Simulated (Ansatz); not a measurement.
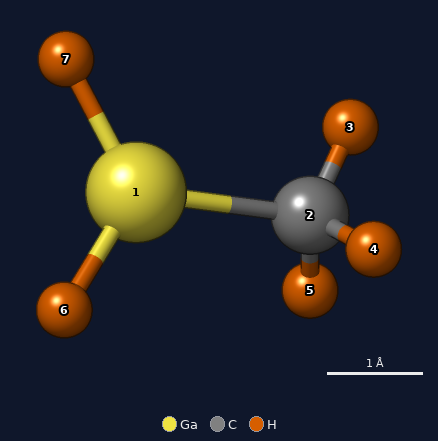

Fig. 1: The input geometry (ball-and-stick view, seen at a tilt; atoms are numbered from 1 in the order of the input). Sticks mark near contacts. Bond lengths as drawn: C–Ga 1.98 Å, C–H 1.11 Å and Ga–H 1.59 Å.

Nudged elastic band, with input and output: CH$_{5}$Ga

- system: CH$_{5}$Ga
- method: RKS PBE-D4/def2-SVP (Ansatz 0.2.0)

The run did not end well. One setting was made poor on purpose. It belongs to a series of runs on one base structure; here: band between the two ends.

## Input file
```yaml
crystal:
  periodic: [false, false, false]
  atoms:
    - { symbol: Ga, position_ang: [0.563406, 0.041948, -0.004845] }
    - { symbol: C, position_ang: [1.093151, -0.039517, 1.899246] }
    - { symbol: H, position_ang: [0.236872, -0.199882, 2.581666] }
    - { symbol: H, position_ang: [1.82767, -0.858748, 2.047855] }
    - { symbol: H, position_ang: [1.608659, 0.901265, 2.185189] }
    - { symbol: H, position_ang: [1.674593, 0.277951, -1.1131] }
    - { symbol: H, position_ang: [-0.94695, -0.123016, -0.458312] }
basis:
  gaussian: { orbitals: def2-SVP }
hamiltonian:
  xc: pbe
  dispersion: d4
neb:
  order_check: false
  images: 5
  f_tol: 0.05
  max_iterations: 3
  final_atoms:
    - { symbol: Ga, position_ang: [-0.47881154, 0.93082739, -0.69564377] }
    - { symbol: C, position_ang: [1.59504037, -0.11998551, 1.56596673] }
    - { symbol: H, position_ang: [0.56392972, -0.46492221, 1.33845085] }
    - { symbol: H, position_ang: [1.98922693, -0.7485686, 2.38737221] }
    - { symbol: H, position_ang: [1.58696728, 0.93886335, 1.88676134] }
    - { symbol: H, position_ang: [2.24528905, -0.2308349, 0.67759579] }
    - { symbol: H, position_ang: [-1.44424082, -0.30537852, -0.02280415] }
  initial_path:
    images:
      - { positions_ang: [[0.563406, 0.041948, -0.004845], [1.093151, -0.039517, 1.899246], [0.236872, -0.199882, 2.581666], [1.82767, -0.858748, 2.047855], [1.608659, 0.901265, 2.185189], [1.674593, 0.277951, -1.1131], [-0.94695, -0.123016, -0.458312]] }
      - { positions_ang: [[0.3790751, 0.03564317, -0.00605954], [1.19788986, -0.03117678, 1.82105801], [0.29176885, -0.2402703, 2.39454112], [1.94021996, -0.81837828, 2.04247646], [1.62042252, 0.93349814, 2.14124085], [1.70636175, 0.18717734, -0.68102802], [-1.07833705, -0.06649229, -0.57452988]] }
      - { positions_ang: [[0.19474421, 0.02933834, -0.00727407], [1.30262873, -0.02283655, 1.74287001], [0.34666569, -0.2806586, 2.20741623], [2.05276993, -0.77800856, 2.03709793], [1.63218603, 0.96573127, 2.09729271], [1.7381305, 0.09640369, -0.24895605], [-1.20972409, -0.00996859, -0.69074776]] }
      - { positions_ang: [[0.01041331, 0.0230335, -0.00848861], [1.40736759, -0.01449633, 1.66468202], [0.40156254, -0.32104689, 2.02029135], [2.16531989, -0.73763884, 2.03171939], [1.64394955, 0.99796441, 2.05334456], [1.76989925, 0.00563003, 0.18311593], [-1.34111114, 0.04655512, -0.80696564]] }
      - { positions_ang: [[-0.15266164, 0.32563146, -0.23754033], [1.46992519, -0.04965939, 1.63177692], [0.45568493, -0.36900533, 1.79301118], [2.10662224, -0.74128209, 2.15027033], [1.62495546, 0.97826406, 1.99781682], [1.92836252, -0.07319161, 0.34794255], [-1.3754877, -0.07075609, -0.54557848]] }
      - { positions_ang: [[-0.31573659, 0.62822943, -0.46659205], [1.53248278, -0.08482245, 1.59887183], [0.50980733, -0.41696377, 1.56573101], [2.04792459, -0.74492534, 2.26882127], [1.60596137, 0.9585637, 1.94228908], [2.08682578, -0.15201326, 0.51276917], [-1.40986426, -0.1880673, -0.28419132]] }
      - { positions_ang: [[-0.47881154, 0.93082739, -0.69564377], [1.59504037, -0.11998551, 1.56596673], [0.56392972, -0.46492221, 1.33845085], [1.98922693, -0.7485686, 2.38737221], [1.58696728, 0.93886335, 1.88676134], [2.24528905, -0.2308349, 0.67759579], [-1.44424082, -0.30537852, -0.02280415]] }
```

Launch command:
```bash
ansatz run input.yaml --threads 1 --pin off --max-ram 2048MiB --backend cpu --events-out ev --progress --plain --runs-dir out
```

## The program's output
```
Engine: ansatz 0.2.0, x86_64-unknown-linux-gnu
Functional definition: PBE
  parameter kappa = 0.804
  parameter beta = 0.06672455060314922
  exchange = pbe_x(kappa = kappa, mu = beta*pi^2/3)
  correlation = pbe_c(beta = beta)
803 factors; their error is unknown
mean field evaluation 1: about -53470.3854 eV, gradient 6.2e1 eV
mean field evaluation 2: about -53454.2480 eV, gradient 9.4e1 eV
mean field evaluation 4: about -53478.6711 eV, gradient 2.8e0 eV
mean field evaluation 8: about -53478.7015 eV, gradient 1.2e-1 eV
mean field evaluation 16: about -53478.6703 eV, gradient 3.1e-5 eV
mean field -53478.67029107 eV, -1965.3048840520 hartree, gradient 3.1e-5 eV, S^2 0.000000; 0 other end points of the search recorded, 0 dependent functions left out
the calculation of the forces begins
reference -53478.67032718 eV, -1965.3048853793 hartree; 21, 21 occupied and 50, 50 virtual orbitals, 803 factors
803 factors; their error is unknown
mean field evaluation 32: about -53478.2540 eV, gradient 2.7e-5 eV
mean field -53478.25402723 eV, -1965.2895866380 hartree, gradient 2.7e-5 eV, S^2 0.000000; 0 other end points of the search recorded, 0 dependent functions left out
[... from here on the field's lines of each further geometry are left out, up to the last ...]
NEB iter   1: max|band force component| = 6.996e0 eV/Å  barrier→ = 5.0187 eV  barrier← = 4.6022 eV  Δτ_max = 0.1971 Å  (294 SCF iters)
NEB iter   2: max|band force component| = 3.236e0 eV/Å  barrier→ = 3.7495 eV  barrier← = 3.3331 eV  Δτ_max = 0.1928 Å  (147 SCF iters)
the calculation of the forces begins
reference -53477.49708503 eV, -1965.2617695255 hartree; 21, 21 occupied and 50, 50 virtual orbitals, 803 factors
these checks for a lower state are left out or cut short: starts, cluster_reference, orbital_swaps, neighbouring_geometries, increment
803 factors; their error is unknown
mean field evaluation 224: about -53478.1838 eV, gradient 3.9e-4 eV
mean field -53478.18383763 eV, -1965.2870072179 hartree, gradient 2.0e-5 eV, S^2 0.000000; 0 other end points of the search recorded, 0 dependent functions left out
the calculation of the forces begins
reference -53478.18387236 eV, -1965.2870084944 hartree; 21, 21 occupied and 50, 50 virtual orbitals, 803 factors
NEB iter   3: max|band force component| = 1.822e0 eV/Å  barrier→ = 3.1129 eV  barrier← = 2.6964 eV  Δτ_max = 0.1890 Å  (133 SCF iters)
```

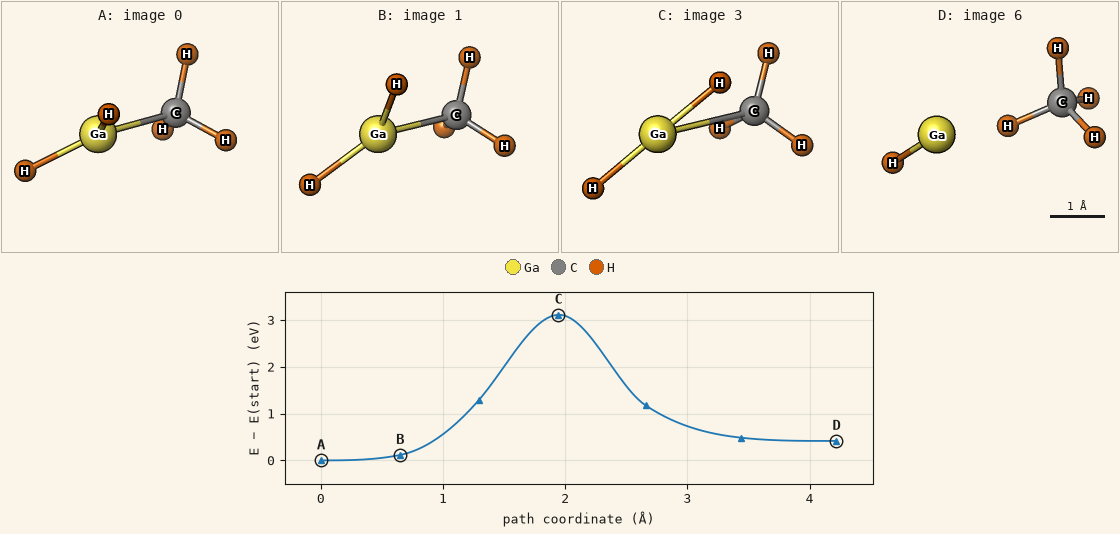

Fig. 2: Images of the last band (counted from 0; ball-and-stick, seen at a tilt) above the energy along the path; the line is a cubic interpolation that uses the forces. The highest image is number 3, 3.113 eV above the start and 2.696 eV above the end; the end lies 0.416 eV above the start. The path is 4.22 Å long. The band had not converged after 3 iterations.

```
Unfinished report: {"positions_ang":[[0.23839618690142297,0.00847677737436805,-0.32010424002960614],[1.3275900879919134,0.050731690389092046,1.7369502591473718],[0.40699773887043245,-0.3631391029626307,2.180060318933679],[2.147750174289407,-0.691686060923534,1.8765711899523405],[1.5857467891822499,1.0444948416099529,2.141698922613018],[1.663409642341595,-0.1331561989861656,0.15313588090779193],[-1.3124896295770205,0.08427905349891728,-0.6306133315245944]],"unchecked":["starts","cluster_reference","orbital_swaps","neighbouring_geometries","increment"],"mean_field":{"relativity":"none","state":{"energy":{"ev":-53475.55746629315,"hartree":-1965.1904898515595},"converged":true,"gradient_ev":0.00001148347951341204,"stability":{"kind":"minimum","curvature_ev":26.919766553192648},"curvature_floor_ev":0.00030000000000000003,"spin_squared":-7.105427357601002e-15},"others":[],"fillings":{"estimated":0,"unestimated":0,"tried":0,"untried":0,"excluded_magnetic_sites":0},"n_dropped_functions":0,"n_trapped_functions":0,"passes":{"evaluations":4,"products":24},"factors":{"origin":"density fitting in generated functions","count":803,"bound_ev":null},"gradient_stop_ev":0.00009,"reference_kind":"stationary","functional":{"name":"PBE","citations":["Perdew, Burke & Ernzerhof, Phys. Rev. Lett. 77, 3865 (1996) doi:10.1103/PhysRevLett.77.3865"],"text":"name \"PBE\"\ncite \"Perdew, Burke & Ernzerhof, Phys. Rev. Lett. 77, 3865 (1996) doi:10.1103/PhysRevLett.77.3865\"\nparent pbe\nparameter kappa = 0.804\nparameter beta = 0.06672455060314922\nexchange = pbe_x(kappa = kappa, mu = beta*pi^2/3)\ncorrelation = pbe_c(beta = beta)\n","parameters":{"beta":{"value":0.06672455060314922,"default":0.06672455060314922},"kappa":{"value":0.804,"default":0.804}},"final_grid":{"core_spheres":13.0,"valence_spheres":11.0,"degree":36.0},"final_grid_parameter_source":"default","radial_points_factor":1.0,"radial_grid_error_ev":3.125828648923977e-7,"grid_sensitivity":"normal","grid_sensitivity_ratio":0.001870803151768979},"unsmoothed_excess_ev":-0.00003419721316052291,"symmetry":{"irreps":["A"],"axes":[[0.9998767063834191,-0.00936774856731161,-0.012602274343369997],[0.009101838112494154,0.9997381572636332,-0.020994605356819112],[0.012795646713624103,0.02087731299507339,0.9997001596615287]],"occupied":[{"A":21},{"A":21}]},"density_repulsion":{"missed_ev":0.00002705334731270376,"excess_ev":0.00002705334731270376,"most_excess_ev":0.0005459999999999999,"are_drawn_again":false,"n_first_factors":803,"energy_change_ev":0.0,"n_dropped_ends":0},"direct_passes":"host"},"factors":{"origin":"density fitting in generated functions","count":803,"bound_ev":null},"n_frozen":0,"n_occupied":[21,21],"n_virtual":[50,50],"reference":{"ev":-53475.55746629315,"hartree":-1965.1904898515595},"dispersion":{"energy":{"ev":-0.08931744463236306,"hartree":-0.0032823555487009365},"switches_in_reach":[]},"total":{"ev":-53475.64678373778,"hartree":-1965.1937722071082},"forces_ev_per_angstrom":[[0.01069617770706356,-0.2977891018312569,-1.6568470823730392],[-0.5275354802404278,-0.15381843658336425,0.4016226631969618],[-0.09574381189127155,-0.07863444437891393,0.6143432484533476],[-0.1296069075852771,0.22488019360842773,-0.1279567732068055],[-0.05043479218230844,0.06483466981621543,0.0762804383149566],[0.8407491072103472,-0.011373729197267236,-0.21707668228891966],[-0.04812429301875981,0.2519008485662201,0.9096341879081292]],"charge_distribution":{"dipole_moment_e_ang":[-0.12618524407812937,0.046525045539275674,0.20587465069166486],"mulliken_charges_e":[0.07729860293713386,-0.3640957565522731,0.06826312951628866,0.06418654067755636,0.07010635300204993,0.11231311391583931,-0.028071983496583908],"lowdin_charges_e":[0.07097241469777416,-0.14230323893817332,0.02528913696544699,0.019127398090077796,0.017531302354704126,0.062497971801772856,-0.053114984971634804]},"n_threads":1,"memory_gib":1.7045454550534487,"seconds":{"hamiltonian":1.010847122,"orbitals":0.0,"second_order":0.0,"solver_start":0.0,"cycles":0.0,"cycle":0.0,"perturbative":0.0,"full_ci_increment":0.0,"forces":0.0}}
this run last wrote the band of iteration 3 to [file]
Error: NEB band did not converge after 3 iterations: max|band force component| = 1.82e0 eV/Å (threshold 5.0e-2); raise `neb.max_iterations` in a new run, which can start from the last band evaluated (`neb.initial_path`, with `crystal.atoms` and `neb.final_atoms` set to its first and last images), add images, or start from endpoints closer to local minima. Where this run's directory can be resumed (`checkpoint.write`), a resume goes on for up to `neb.max_iterations` more; to start a new run from the last band, take its images' positions from the `neb_iteration` event of iteration 3 (`data.images[].positions_ang`), in the event stream of the run that computed that iteration (not this run's, if it was resumed behind it). With `checkpoint.write`, `steps/00-neb/state/checkpoint.json` in the run directory holds the last saved band, under `neb.evaluated.images[].positions_ang` (a band under a hybrid functional on support functions is neither saved nor resumed: `neb.initial_path` says where its path is): check the last entry of `neb.iterations` there, which is earlier than 3 if that iteration was not saved or its write failed. If the band's step has no `state` directory and holds `state.next`, a write was cut short, and the file is under `state.next` instead (behind a loss of power it can be under `state.prev`)
this run wrote the band of iteration 3 to [file] as well, whether or not its events were kept: a new run's `neb.initial_path` can list its `images[].positions_ang`
a run's events are kept only if it was started with --events-out <file>, and are in that file
```

## The last band as extended XYZ (Å, eV, eV/Å)
```
7
Properties=species:S:1:pos:R:3:forces:R:3 image=0 energy=-53478.75960
Ga    0.5634    0.0419   -0.0048    0.0059   0.0016  -0.0069
C     1.0932   -0.0395    1.8992   -0.0155  -0.0012  -0.0070
H     0.2369   -0.1999    2.5817    0.0003  -0.0001   0.0050
H     1.8277   -0.8587    2.0479    0.0078  -0.0073   0.0029
H     1.6087    0.9013    2.1852    0.0053   0.0079   0.0046
H     1.6746    0.2780   -1.1131    0.0033   0.0003  -0.0010
H    -0.9469   -0.1230   -0.4583   -0.0071  -0.0013   0.0024
7
Properties=species:S:1:pos:R:3:forces:R:3 image=1 energy=-53478.64329
Ga    0.4579    0.0423    0.0003    0.1008  -0.0928   0.3864
C     1.0804   -0.0281    1.8858   -0.0981   0.0770  -0.3122
H     0.3463   -0.3849    2.6215   -0.0683  -0.0281   0.2600
H     1.9784   -0.6799    1.8563   -0.0733  -0.0401   0.1555
H     1.4392    0.9865    2.1654   -0.0626  -0.0097   0.0739
H     1.7838   -0.0163   -0.8346    0.0411   0.0684  -0.5983
H    -1.0286    0.0806   -0.5570    0.1605   0.0253   0.0348
7
Properties=species:S:1:pos:R:3:forces:R:3 image=2 energy=-53477.45848
Ga    0.3187    0.0451   -0.1024    0.5413   0.0236   1.3719
C     1.1661    0.0202    1.8020   -0.9221   0.1093  -0.2194
H     0.3771   -0.3954    2.4201   -0.1926  -0.1156   1.2398
H     2.0627   -0.6502    1.7974   -0.4226   0.1601  -0.2493
H     1.4997    1.0228    2.1538   -0.2586  -0.0848   0.0143
H     1.8228   -0.1281   -0.3102    0.6732  -0.1158  -2.2551
H    -1.1897    0.0856   -0.6230    0.5814   0.0232   0.0978
7
Properties=species:S:1:pos:R:3:forces:R:3 image=3 energy=-53475.64675
Ga    0.2384    0.0085   -0.3201    0.0107  -0.2978  -1.6568
C     1.3276    0.0507    1.7369   -0.5275  -0.1538   0.4016
H     0.4070   -0.3631    2.1801   -0.0957  -0.0786   0.6143
H     2.1477   -0.6917    1.8766   -0.1296   0.2249  -0.1280
H     1.5857    1.0445    2.1417   -0.0504   0.0648   0.0763
H     1.6634   -0.1332    0.1531    0.8407  -0.0114  -0.2171
H    -1.3125    0.0843   -0.6306   -0.0481   0.2519   0.9096
7
Properties=species:S:1:pos:R:3:forces:R:3 image=4 energy=-53477.58445
Ga    0.0444    0.3114   -0.5726    0.6590   0.9441  -1.9759
C     1.4911   -0.0413    1.6460   -0.0077  -0.2125   0.7075
H     0.4753   -0.3820    1.9841    0.3309  -0.0266  -0.3925
H     2.2344   -0.7613    2.0143    0.2048  -0.1126   0.5550
H     1.6360    0.9834    2.0576    0.2178  -0.2161  -0.2421
H     1.6592   -0.0503    0.5342    0.0428   0.1772   0.7274
H    -1.4829   -0.0600   -0.5258   -1.4475  -0.5535   0.6206
7
Properties=species:S:1:pos:R:3:forces:R:3 image=5 energy=-53478.27390
Ga   -0.3134    0.7643   -0.7463    0.5495   0.6880  -0.3667
C     1.5582   -0.0892    1.6408   -0.0915   0.0270   0.3385
H     0.4933   -0.3773    1.7482    0.0000   0.0053   0.0042
H     2.1791   -0.8124    2.2010   -0.0001  -0.0005   0.0612
H     1.7188    0.9360    2.0225   -0.0108  -0.0306   0.0634
H     1.8612   -0.1085    0.5881    0.1286  -0.0556  -0.4109
H    -1.4397   -0.3130   -0.3166   -0.5757  -0.6337   0.3102
7
Properties=species:S:1:pos:R:3:forces:R:3 image=6 energy=-53478.34314
Ga   -0.4788    0.9308   -0.6956   -0.0007  -0.0004   0.0003
C     1.5950   -0.1200    1.5660    0.0016  -0.0026   0.0029
H     0.5639   -0.4649    1.3385    0.0045   0.0011   0.0017
H     1.9892   -0.7486    2.3874   -0.0040   0.0055  -0.0060
H     1.5870    0.9389    1.8868    0.0004  -0.0068  -0.0034
H     2.2453   -0.2308    0.6776   -0.0023   0.0024   0.0047
H    -1.4442   -0.3054   -0.0228    0.0005   0.0009  -0.0002
```

## Outcome

```csv
quantity,value
outcome,not converged
"barrier, forward (band not converged)",3.113 eV
"barrier, backward",2.696 eV
hardware,"1 thread of Intel Xeon (Sapphire Rapids), 32 GiB of memory available, shared host"
wall time,17 s
peak memory,0.14 GiB
```

The run did not converge: “NEB band did not converge after 3 iterations: max|band force component| = 1.82e0 eV/Å (threshold 5.0e-2); raise `neb.max_iterations` in a new run, which can start from the last band evaluated (`neb.initial_path`, with `crystal.atoms` and `neb.final_atoms` set to its first and last images), add images, or start from endpoints closer to local minima …” Its last values are not results. A deliberately poor setting: few iterations.
